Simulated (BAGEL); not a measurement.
**C2ClF3 (SMILES FC(F)=C(F)Cl) at B3LYP/6-31G(d) (density fitting with cc-pvqz-jkfit, spherical functions)**

What is the energy change on altering one bond length of C2ClF3 at B3LYP/6-31G* (density fitting with cc-pvqz-jkfit, spherical functions)? 

The results are computed with BAGEL 1.2.2.

1 further run of the same task is left out (set aside as unsound or not needed).

## Step 1: The structure to begin with

C2ClF3 has 6 atoms, charge 0, and is taken as a singlet. SMILES: `FC(F)=C(F)Cl`. The shape is that of a PBE0-D4/def2-TZVP optimisation.

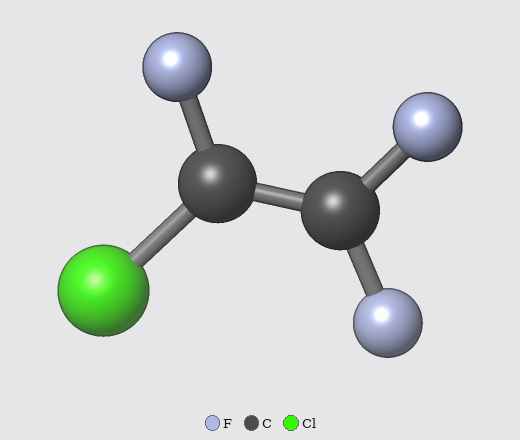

Viewed from a chosen angle; fluorine light blue, carbon dark grey, chlorine green.

## Step 2: A single-point energy at B3LYP/6-31G(d) (density fitting with cc-pvqz-jkfit, spherical functions)

File calc.json:

```json
{ "bagel" : [

{
  "title" : "molecule",
  "basis" : "6-31gs.json",
  "df_basis" : "cc-pvqz-jkfit",
  "angstrom" : true,
  "geometry" : [
    { "atom" : "F", "xyz" : [    0.754980,   -1.638860,    0.121480 ] },
    { "atom" : "C", "xyz" : [   -0.084770,   -0.642210,    0.238150 ] },
    { "atom" : "F", "xyz" : [   -1.171340,   -0.974840,    0.883330 ] },
    { "atom" : "C", "xyz" : [    0.149100,    0.567290,   -0.247440 ] },
    { "atom" : "F", "xyz" : [    1.278540,    0.821980,   -0.890380 ] },
    { "atom" : "Cl", "xyz" : [   -0.926530,    1.866650,   -0.105120 ] }
  ]
},
{
  "title" : "ks",
  "xc_func" : "b3lyp"
},
{
  "title" : "print",
  "file" : "orbitals.molden",
  "orbitals" : true
}

]}
```

The basis set 6-31G* is read from a file made from the Basis Set Exchange's data (not shown).

Command:

```
$ BAGEL_NUM_THREADS=1 BAGEL calc.json > calc.out
```

Standard output:

```text
* using 1 threads per process

  ===============================================================
  ===============================================================

  *** Geometry ***

  { "atom" : "F", "xyz" : [      1.426705,     -3.096997,      0.229564 ] },
  { "atom" : "C", "xyz" : [     -0.160192,     -1.213601,      0.450038 ] },
  { "atom" : "F", "xyz" : [     -2.213512,     -1.842181,      1.669252 ] },
  { "atom" : "C", "xyz" : [      0.281758,      1.072023,     -0.467594 ] },
  { "atom" : "F", "xyz" : [      2.416090,      1.553317,     -1.682574 ] },
  { "atom" : "Cl", "xyz" : [     -1.750888,      3.527457,     -0.198648 ] },

  Number of auxiliary basis functions:      678

  Since a DF basis is specified, we compute 2- and 3-index integrals:
    o Being stored without compression. Storage requirement is 0.042 GB

  Number of basis functions:       88
  Number of electrons      :       56

    * METHOD: MOLECULE                             0.83

  *** Kohn-Sham DFT ***

    * Removing 11101 points whose weight is below 1.00e-10
    * Grid points: 78335

  === Nuclear Repulsion ===
   295.7452762876

       - DIIS with orbital gradients will be used.

  === KS iteration (b3lyp / 6-31gs.json) ===
      0       -809.10489363          0.13248103           0.59
      1       -801.45628360          0.15120697           0.56
      2       -687.85602832          0.20261849           0.56
      3       -806.19821914          0.14253297           0.56
      4       -833.53523027          0.06542897           0.56
      5       -828.32973834          0.10762378           0.56
      6       -835.63378879          0.01832968           0.56
      7       -835.14722841          0.03707959           0.56
      8       -835.72319559          0.01653243           0.56
      9       -835.84729683          0.00325396           0.56
     10       -835.85101613          0.00247217           0.56
     11       -835.85406328          0.00030354           0.56
     12       -835.85407286          0.00029862           0.56
     13       -835.85410693          0.00013708           0.56
     14       -835.85411724          0.00005292           0.56
     15       -835.85411854          0.00001574           0.56
     16       -835.85411867          0.00000371           0.56
     17       -835.85411867          0.00000367           0.56
     18       -835.85411867          0.00000136           0.56
     19       -835.85411867          0.00000094           0.56
     20       -835.85411867          0.00000025           0.56
     21       -835.85411867          0.00000005           0.56
     22       -835.85411867          0.00000003           0.56
     23       -835.85411867          0.00000001           0.56
     24       -835.85411867          0.00000001           0.56
    * SCF iteration converged.

    * Permanent dipole moment:
           (    0.095289,     0.046232,    -0.061793) a.u.

    * METHOD: KS                                  14.60

    * METHOD: PRINT                                0.04

  ===============================================================
```

Wall time 16 s (1 thread of Arm Neoverse N1, shared host); peak memory 0.38 GiB.

## Step 3: The distorted shape at the same level

File dft.json:

```json
{ "bagel": [

{
  "title": "molecule",
  "basis": "6-31gs.json",
  "df_basis": "cc-pvqz-jkfit",
  "angstrom": true,
  "geometry": [
    { "atom": "F", "xyz": [    0.585555,   -1.677065,    0.217926 ] },
    { "atom": "C", "xyz": [   -0.254195,   -0.680415,    0.334596 ] },
    { "atom": "F", "xyz": [   -1.340765,   -1.013045,    0.979776 ] },
    { "atom": "C", "xyz": [   -0.020325,    0.529085,   -0.150994 ] },
    { "atom": "F", "xyz": [    1.278540,    0.821980,   -0.890380 ] },
    { "atom": "Cl", "xyz": [   -1.095955,    1.828445,   -0.008674 ] }
  ]
},
{ "title": "ks", "xc_func": "b3lyp" },
{ "title": "print", "file": "orbitals.molden", "orbitals": true }

]}
```

The basis set 6-31G* is read from a file made from the Basis Set Exchange's data (not shown).

Command:

```
$ BAGEL_NUM_THREADS=1 BAGEL dft.json > dft.out
```

Standard output:

```text
* using 1 threads per process

  ===============================================================
  ===============================================================

  *** Geometry ***

  { "atom" : "F", "xyz" : [      1.106539,     -3.169194,      0.411820 ] },
  { "atom" : "C", "xyz" : [     -0.480359,     -1.285798,      0.632295 ] },
  { "atom" : "F", "xyz" : [     -2.533679,     -1.914378,      1.851508 ] },
  { "atom" : "C", "xyz" : [     -0.038409,      0.999826,     -0.285337 ] },
  { "atom" : "F", "xyz" : [      2.416090,      1.553317,     -1.682574 ] },
  { "atom" : "Cl", "xyz" : [     -2.071055,      3.455260,     -0.016391 ] },

  Number of auxiliary basis functions:      678

  Since a DF basis is specified, we compute 2- and 3-index integrals:
    o Being stored without compression. Storage requirement is 0.042 GB

  Number of basis functions:       88
  Number of electrons      :       56

    * METHOD: MOLECULE                             0.82

  *** Kohn-Sham DFT ***

    * Removing 10858 points whose weight is below 1.00e-10
    * Grid points: 78578

  === Nuclear Repulsion ===
   288.9504523442

       - DIIS with orbital gradients will be used.

  === KS iteration (b3lyp / 6-31gs.json) ===
      0       -809.43430214          0.13164158           0.59
      1       -808.69868023          0.15157686           0.56
      2       -699.53085397          0.24430194           0.55
      3       -819.23638956          0.11885132           0.55
      4       -833.43462569          0.06177286           0.55
      5       -834.86211096          0.04523825           0.55
      6       -835.69442937          0.01619197           0.55
      7       -835.79905710          0.00770372           0.55
      8       -835.83137519          0.00283082           0.55
      9       -835.83530237          0.00090123           0.55
     10       -835.83561786          0.00038636           0.55
     11       -835.83570853          0.00006593           0.56
     12       -835.83571011          0.00003937           0.55
     13       -835.83571073          0.00001430           0.55
     14       -835.83571084          0.00000804           0.56
     15       -835.83571087          0.00000352           0.56
     16       -835.83571087          0.00000245           0.57
     17       -835.83571088          0.00000046           0.55
     18       -835.83571088          0.00000060           0.55
     19       -835.83571088          0.00000014           0.56
     20       -835.83571088          0.00000003           0.56
     21       -835.83571088          0.00000002           0.58
     22       -835.83571088          0.00000001           0.59
     23       -835.83571088          0.00000000           0.59
    * SCF iteration converged.

    * Permanent dipole moment:
           (    0.386318,     0.125809,    -0.231699) a.u.

    * METHOD: KS                                  14.06

    * METHOD: PRINT                                0.06

  ===============================================================
```

Run time: 15 s. Hardware: 1 thread of Arm Neoverse N1, shared host; peak memory 0.38 GiB.

## Step 4: Results

Level: B3LYP/6-31G* (density fitting with cc-pvqz-jkfit, spherical functions).

```
                                                         quantity          value
                                        first shape: total energy  -835.85412 Eh
                                       first shape: dipole moment         0.31 D
                                         first shape: HOMO energy       -6.85 eV
                                         first shape: LUMO energy        0.47 eV
                                       first shape: HOMO–LUMO gap        7.32 eV
                                    distorted shape: total energy  -835.83571 Eh
                                   distorted shape: dipole moment         1.19 D
                                     distorted shape: HOMO energy       -7.24 eV
                                     distorted shape: LUMO energy       -0.18 eV
                                   distorted shape: HOMO–LUMO gap        7.07 eV
energy change with the C4–F5 bond stretched from 1.324 to 1.523 Å       0.501 eV
```

What this shows: With the C4–F5 bond stretched from 1.324 to 1.523 Å the energy rises by 0.50 eV (11.6 kcal/mol). The first shape isn't relaxed at this level, so the change isn't measured from a minimum.
